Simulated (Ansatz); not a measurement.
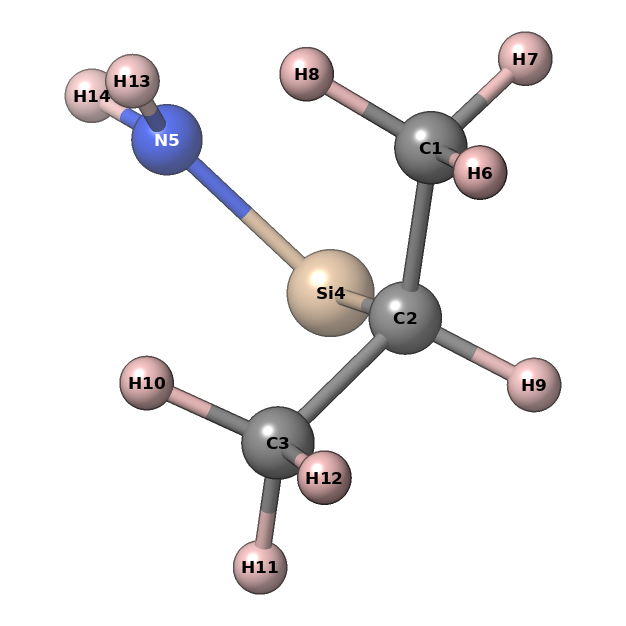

Si4 lies behind C2. The molecule seen a little off the C2–Si4 bond, C2 in front. Atoms fade into the background with distance from the viewer. The geometry was computed by an optimisation with PBE-D4/def2-SVP. No frequency run is at hand to confirm it as a minimum.

### What is the torsion angle C1–C2–Si4–N5? The sign is positive where the front bond must turn clockwise to cover the back bond.

−46°, synclinal (gauche).
